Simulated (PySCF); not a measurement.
# Yb(CH3)2: other functionals and bases at one geometry

How far do other levels of theory move the description of Yb(CH3)2, and what does each cost? The structure is generated, not taken from experiment.

Method: several levels, as the steps say, no spin–orbit coupling; program: PySCF 2.14.0.

1 further run of the same task is left out (for a known fault of the program). Runs told in other sessions of the task aren't counted.

**1. Starting geometry**

9 atoms, charge 0, spin multiplicity 1.

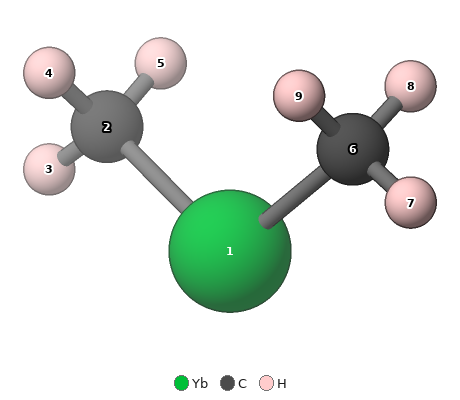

The structure; ytterbium green, carbon dark grey, hydrogen pink; atoms are numbered from 1 in the order of the file.

Coordinates:

```xyz
9
C2H6Yb
Yb    0.0000    0.0000   -0.4676
C     2.0412    0.0000    0.8341
H     3.0014    0.0000    0.2822
H     2.0741    0.8814    1.5052
H     2.0741   -0.8814    1.5052
C    -2.0412    0.0000    0.8341
H    -3.0014    0.0000    0.2822
H    -2.0741   -0.8814    1.5052
H    -2.0741    0.8814    1.5052
```

Formal oxidation states: Yb +2. An earlier session relaxed this geometry at PBE0, Yb def2-SVP with ECP28, C def2-SVP, H def2-SVP (singlet, point group C2v).

At PBE0 on the finer grid: E = -1238.784183 Eh, HOMO -4.88 eV, LUMO -1.55 eV, Mulliken charge on Yb1 +0.90 e, largest force component 0.005 eV/Å. 

Levels to run: HF; B3LYP; PBE0, TZVP. Hardware: 4 threads of Arm Neoverse V1, shared host.

**2. HF**

Contents of run.py (the lines that set the calculation):

```python
mol = gto.M(atom='''
Yb     0.00000     0.00000    -0.46760
C      2.04121     0.00000     0.83406
H      3.00143     0.00000     0.28218
H      2.07409     0.88141     1.50523
H      2.07409    -0.88141     1.50523
C     -2.04121     0.00000     0.83406
H     -3.00143     0.00000     0.28218
H     -2.07409    -0.88141     1.50523
H     -2.07409     0.88141     1.50523''',
    basis={'Yb': 'def2-SVP', 'C': 'def2-SVP', 'H': 'def2-SVP'},
    ecp={'Yb': 'def2-SVP'},
    charge=0, spin=0)
mf = scf.RHF(mol)
mf = mf.density_fit()  # fitting sets: Yb def2-universal-JKFIT, C def2-universal-JKFIT, H def2-universal-JKFIT
mf.conv_tol = 1e-08; mf.max_cycle = 55
mf.kernel(dm0)  # dm0: the density of the relaxed state
```

On the command line:

```console
$ OMP_NUM_THREADS=4 python run.py
```

**3. B3LYP**

Edit run.py (the lines that set the calculation) of step 2 so:

```diff
@@ -13,3 +13,4 @@
     charge=0, spin=0)
-mf = scf.RHF(mol)
+mf = dft.RKS(mol, xc='B3LYP')
+mf.grids.atom_grid = (75, 302)  # f atoms: unpruned, at least (60, 302)
 mf = mf.density_fit()  # fitting sets: Yb def2-universal-JKFIT, C def2-universal-JKFIT, H def2-universal-JKFIT
```

**4. PBE0, TZVP**

Basis: Yb def2-TZVP with ECP28, C def2-TZVP, H def2-TZVP. 

Edit run.py (the lines that set the calculation) of step 3 so:

```diff
@@ -10,6 +10,6 @@
 H     -2.07409     0.88141     1.50523''',
-    basis={'Yb': 'def2-SVP', 'C': 'def2-SVP', 'H': 'def2-SVP'},
-    ecp={'Yb': 'def2-SVP'},
+    basis={'Yb': 'def2-TZVP', 'C': 'def2-TZVP', 'H': 'def2-TZVP'},
+    ecp={'Yb': 'def2-TZVP'},
     charge=0, spin=0)
-mf = dft.RKS(mol, xc='B3LYP')
+mf = dft.RKS(mol, xc='PBE0')
 mf.grids.atom_grid = (75, 302)  # f atoms: unpruned, at least (60, 302)
@@ -17,2 +17,2 @@
 mf.conv_tol = 1e-08; mf.max_cycle = 55
-mf.kernel(dm0)  # dm0: the density of the relaxed state
+mf.kernel(dm0)  # dm0: free metal ions and neutral atoms
```

**Question.** What will these runs give? Wanted: for each run, HOMO; gap; charge on Yb1; dipole; largest force component.

**Answer**, as computed:

| level | state | HOMO (eV) | gap (eV) | charge on Yb1 (e) | dipole (D) | largest force component (eV/Å) | basis functions | time |
| --- | --- | --- | --- | --- | --- | --- | --- | --- |
| PBE0 (relaxed here) | singlet | -4.88 | 3.33 | 0.90 | 5.35 | 0.00 | 139 | 22 s |
| HF | singlet | -7.77 | 7.71 | 1.10 | 6.66 | 0.78 | 139 | 3.4 s |
| B3LYP | singlet | -4.56 | 2.70 | 0.83 | 5.02 | 0.16 | 139 | 6.7 s |
| PBE0, TZVP | singlet | -5.03 | 3.37 | 1.04 | 5.59 | 0.27 | 194 | 18 s |

Times are on 4 threads of Arm Neoverse V1, shared host; the first row also made further properties.

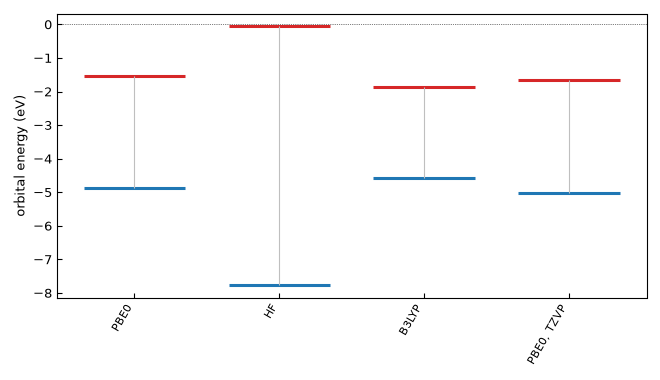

Highest filled and lowest empty level, method by method.

In one basis the HOMO–LUMO gap runs from 2.70 eV (B3LYP) to 7.71 eV (HF). The largest leftover force, 0.78 eV/Å with HF, stands at a geometry relaxed at another level. The Mulliken charge on Yb spans +0.83 to +1.10 e over the levels. Total energies of different levels can't be compared. Spin–orbit coupling is left out throughout.
